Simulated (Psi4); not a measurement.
# UBHandH/cc-pCVTZ (density fitting) run of BH2O2F (SMILES OB(O)F)

What is the vertical ionisation energy of BH2O2F at UBHandH/cc-pCVTZ (density fitting)? 

The results are computed with Psi4 1.11.

## 1. Starting point

The species is BH2O2F (6 atoms), meant as a singlet with charge 0. SMILES: `OB(O)F`. The coordinates come from a PBE0-D4/def2-TZVP relaxation. This is one conformer, not always the lowest.

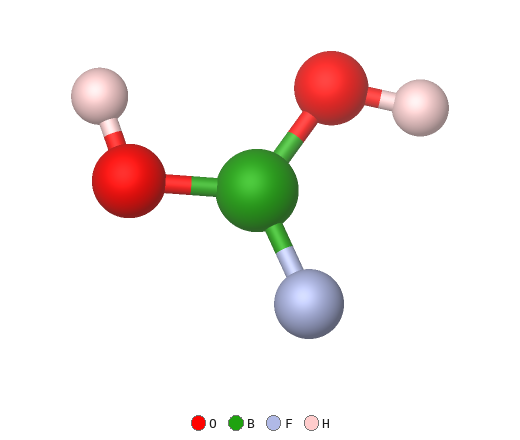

The structure, seen from a chosen angle (oxygen red, boron green, fluorine light blue, hydrogen pink).

## 2. Energy and forces at UBHandH/cc-pCVTZ (density fitting)

job.py

```python
import psi4

psi4.set_memory('1600 MB')
psi4.set_num_threads(1)
psi4.set_output_file('output.dat', False)

m = psi4.geometry("""
0 1
O     -0.477500     0.971000    -0.208400
B     -0.023800    -0.307500    -0.106500
O      0.989400    -0.635200     0.726100
F     -0.573100    -1.280600    -0.833200
H     -1.198900     1.066100    -0.834300
H      1.326000     0.122200     1.210000
""")

psi4.set_options({
    'basis': 'cc-pCVTZ',
    'reference': 'uks',
})

e_tot, wfn = psi4.gradient('bhandh', molecule=m, return_wfn=True)
print('gradient / Eh bohr^-1')
print(e_tot.np.round(6))
print(f'energy = {wfn.energy():.10f} Eh')
for k, v in sorted(psi4.core.scalar_variables().items()):
    print(f'{k:45s} {v:18.10f}')
```

The run is started by

```sh
$ python job.py
```

output.dat:

```text
[...]
  Running in c1 symmetry.
[...]
  Nuclear repulsion =  114.498553170056496
[...]
  Multiplicity = 1
[...]
  Nalpha       = 16
  Nbeta        = 16
[...]
    Number of basis functions: 200
[...]
   @DF-UKS iter   1:  -274.81090038345542   -6.54174e-01   3.97281e-03 DIIS/ADIIS
[...]
   @DF-UKS iter  11:  -275.01951500201380   -2.78533e-12   1.73197e-09 DIIS
[...]
   @S^2 Observed:                2.131628207E-14
[...]
    Orbital Energies [Eh]
    ---------------------
    Alpha Occupied:
       1A    -25.189903     2A    -19.605025     3A    -19.598797
       4A     -7.098513     5A     -1.361266     6A     -1.185501
       7A     -1.156113     8A     -0.677551     9A     -0.650055
      10A     -0.613041    11A     -0.556512    12A     -0.528065
      13A     -0.469728    14A     -0.461771    15A     -0.460291
      16A     -0.414602
    Alpha Virtual:
      17A      0.056988    18A      0.094026    19A      0.113589
      20A      0.156048    21A      0.199293    22A      0.215850
      23A      0.219566    24A      0.377012    25A      0.394310
[...]
  @DF-UKS Final Energy:  -275.01951500201380
   => Energetics <=
    Nuclear Repulsion Energy =            114.4985531700564962
    One-Electron Energy =                -608.6598185635575646
    Two-Electron Energy =                 234.4732111166433128
    DFT Exchange-Correlation Energy =     -15.3314607251560293
    Empirical Dispersion Energy =           0.0000000000000000
    VV10 Nonlocal Energy =                  0.0000000000000000
    Total Energy =                       -275.0195150020138044
[...]
 Multipole Moments:
 ------------------------------------------------------------------------------------
     Multipole            Electronic (a.u.)      Nuclear  (a.u.)        Total (a.u.)
 ------------------------------------------------------------------------------------
 L = 1.  Multiply by 2.5417464519 to convert [e a0] to [Debye]
 Dipole X            :         -0.8559533            0.6843937           -0.1715597
 Dipole Y            :         -1.8582752            2.6128007            0.7545256
 Dipole Z            :         -1.2144260            1.2406379            0.0262119
 Magnitude           :                                                    0.7742278
[...]
  -Total Gradient:
     Atom            X                  Y                   Z
    ------   -----------------  -----------------  -----------------
       1       -0.000297581257     0.017007626041     0.003810303835
       2        0.000015719286     0.002479668454     0.000588794352
       3        0.011064771615    -0.010203510962     0.007512090871
       4       -0.007912875539    -0.015466302306    -0.010809235646
       5       -0.005352802858     0.000592420971    -0.004672150498
       6        0.002483023027     0.005683316330     0.003592745659
[...]
```

The script printed:

```text
gradient / Eh bohr^-1
[[-2.9800e-04  1.7008e-02  3.8100e-03]
 [ 1.6000e-05  2.4800e-03  5.8900e-04]
 [ 1.1065e-02 -1.0204e-02  7.5120e-03]
 [-7.9130e-03 -1.5466e-02 -1.0809e-02]
 [-5.3530e-03  5.9200e-04 -4.6720e-03]
 [ 2.4830e-03  5.6830e-03  3.5930e-03]]
energy = -275.0195150020 Eh
CURRENT ENERGY                                   -275.0195150020
CURRENT REFERENCE ENERGY                         -275.0195150020
DD SOLVATION ENERGY                                 0.0000000000
DFT FUNCTIONAL TOTAL ENERGY                      -275.0195150020
DFT TOTAL ENERGY                                 -275.0195150020
DFT VV10 ENERGY                                     0.0000000000
DFT XC ENERGY                                     -15.3314607252
GRID ELECTRONS ALPHA                               16.0000058192
GRID ELECTRONS BETA                                16.0000058192
GRID ELECTRONS TOTAL                               32.0000116384
NUCLEAR REPULSION ENERGY                          114.4985531701
ONE-ELECTRON ENERGY                              -608.6598185636
PCM POLARIZATION ENERGY                             0.0000000000
PE ENERGY                                           0.0000000000
SCF ITERATION ENERGY                             -275.0195150020
SCF ITERATIONS                                     11.0000000000
SCF TOTAL ENERGY                                 -275.0195150020
TWO-ELECTRON ENERGY                               234.4732111166
XC GRID RADIAL POINTS                              75.0000000000
XC GRID SPHERICAL POINTS                          302.0000000000
XC GRID TOTAL POINTS                           130965.0000000000
```

Wall time 15 s (1 thread of INTEL XEON PLATINUM 8581C at 2.10GHz (Emerald Rapids), shared host); peak memory 0.8 GiB.

## 3. The doublet cation, same level

job.json

```json
{
  "schema_name": "qcschema_input",
  "schema_version": 1,
  "molecule": {
    "schema_name": "qcschema_molecule",
    "schema_version": 2,
    "symbols": ["O", "B", "O", "F", "H", "H"],
    "geometry": [-0.90234422, 1.83492407, -0.39381892, -0.04497548, -0.58109078, -0.20125583, 1.86969503, -1.20035403, 1.37213014, -1.08300204, -2.41998328, -1.57451981, -2.26559265, 2.01463702, -1.57659851, 2.50577684, 0.23092453, 2.28656861],
    "molecular_charge": 1,
    "molecular_multiplicity": 2
  },
  "driver": "gradient",
  "model": {
    "method": "bhandh",
    "basis": "cc-pCVTZ"
  },
  "keywords": {
    "reference": "uks"
  }
}
```

The run is started by

```sh
$ psi4 --qcschema job.json -n 1 --memory 1600MB
```

stdout, cut to the lines that bear on the results:

```text
[...]
  Running in c1 symmetry.
[...]
  Nuclear repulsion =  114.498553128805099
[...]
  Multiplicity = 2
[...]
  Nalpha       = 16
  Nbeta        = 15
[...]
    Number of basis functions: 200
[...]
   @DF-UKS iter   1:  -274.47223928306357   -3.15513e-01   2.45161e-03 ADIIS/DIIS
[...]
   @DF-UKS iter  16:  -274.55713091577849   -4.71800e-12   1.93269e-09 DIIS
[...]
   @S^2 Observed:                7.854715247E-01
[...]
  @DF-UKS Final Energy:  -274.55713091577849
   => Energetics <=
    Nuclear Repulsion Energy =            114.4985531288050993
    One-Electron Energy =                -598.7458006476214223
    Two-Electron Energy =                 224.8084049325116212
    DFT Exchange-Correlation Energy =     -15.1182883294737742
    Empirical Dispersion Energy =           0.0000000000000000
    VV10 Nonlocal Energy =                  0.0000000000000000
    Total Energy =                       -274.5571309157784867
[...]
 Multipole Moments:
 ------------------------------------------------------------------------------------
     Multipole            Electronic (a.u.)      Nuclear  (a.u.)        Total (a.u.)
 ------------------------------------------------------------------------------------
 L = 1.  Multiply by 2.5417464519 to convert [e a0] to [Debye]
 Dipole X            :         -0.3668997            0.6843937            0.3174940
 Dipole Y            :         -1.1497402            2.6128007            1.4630606
 Dipole Z            :         -0.6051552            1.2406379            0.6354828
 Magnitude           :                                                    1.6264031
[...]
  -Total Gradient:
     Atom            X                  Y                   Z
    ------   -----------------  -----------------  -----------------
       1       -0.023989087371     0.010788236271    -0.018980807352
       2        0.046553175730     0.049496481042     0.053687256933
       3       -0.000870935306    -0.004881987869    -0.001947855643
       4       -0.021851675326    -0.038570651168    -0.028870481785
       5        0.013309008042    -0.005848197416     0.010565400451
       6       -0.013149509764    -0.010889354638    -0.014429997925
[...]
```

The result, in JSON:

```text
{
 "driver": "gradient",
 "model": {
  "method": "bhandh",
  "basis": "cc-pCVTZ"
 },
 "success": true,
 "return_result": [-0.023989087370826598, 0.010788236271113388, -0.018980807352384874, 0.046553175730019825, 0.04949648104185909, 0.05368725693341845, -0.0008709353061878977, -0.004881987869116505, -0.0019478556429599891, -0.021851675325760517, -0.03857065116795283, -0.028870481785002566, 0.013309008042364623, -0.005848197415926883, 0.010565400451104628, -0.013149509763924566, -0.010889354638181331, -0.014429997924741172],
 "properties": {
  "calcinfo_nbasis": 200,
  "calcinfo_nmo": 200,
  "calcinfo_nalpha": 16,
  "calcinfo_nbeta": 15,
  "calcinfo_natom": 6,
  "nuclear_repulsion_energy": 114.4985531288051,
  "return_energy": -274.5571309157785,
  "return_gradient": [-0.023989087370826598, 0.010788236271113388, -0.018980807352384874, 0.046553175730019825, 0.04949648104185909, 0.05368725693341845, -0.0008709353061878977, -0.004881987869116505, -0.0019478556429599891, -0.021851675325760517, -0.03857065116795283, -0.028870481785002566, 0.013309008042364623, -0.005848197415926883, 0.010565400451104628, -0.013149509763924566, -0.010889354638181331, -0.014429997924741172],
  "scf_one_electron_energy": -598.7458006476214,
  "scf_two_electron_energy": 224.80840493251162,
  "scf_xc_energy": -15.118288329473774,
  "scf_dipole_moment": [0.31749402749514277, 1.463060564940392, 0.6354827550839567],
  "scf_total_energy": -274.5571309157785,
  "scf_total_gradient": [-0.023989087370826598, 0.010788236271113388, -0.018980807352384874, 0.046553175730019825, 0.04949648104185909, 0.05368725693341845, -0.0008709353061878977, -0.004881987869116505, -0.0019478556429599891, -0.021851675325760517, -0.03857065116795283, -0.028870481785002566, 0.013309008042364623, -0.005848197415926883, 0.010565400451104628, -0.013149509763924566, -0.010889354638181331, -0.014429997924741172],
  "scf_iterations": 16
 }
}
```

It took 19 s on 1 thread of INTEL XEON PLATINUM 8581C at 2.10GHz (Emerald Rapids), shared host; peak memory 0.79 GiB.

## 4. Outcome

Level: UBHandH/cc-pCVTZ (density fitting).

| quantity | value |
| --- | --- |
| singlet BH2O2F: total energy | -275.01952 Eh |
| singlet BH2O2F: dipole moment | 1.97 D |
| singlet BH2O2F: HOMO energy | -11.28 eV |
| singlet BH2O2F: LUMO energy | 1.55 eV |
| singlet BH2O2F: HOMO–LUMO gap | 12.83 eV |
| singlet BH2O2F: largest force on an atom | 1.052 eV/Å |
| doublet cation: total energy | -274.55713 Eh |
| doublet cation: HOMO energy (highest over α and β) | -18.59 eV |
| doublet cation: LUMO energy (lowest over α and β) | -13.95 eV |
| doublet cation: ⟨S²⟩ | 0.785 |
| doublet cation: largest force on an atom | 4.453 eV/Å |
| vertical ionisation energy (to the doublet cation) | 12.582 eV |

**Reading.** Removing an electron at fixed nuclei costs 12.58 eV (290 kcal/mol). The largest force (singlet BH2O2F) is 1.05 eV/Å: the shape isn't a stationary point for this species at this level. The negative HOMO energy of the first species, 11.28 eV, lies 1.30 eV below that difference.
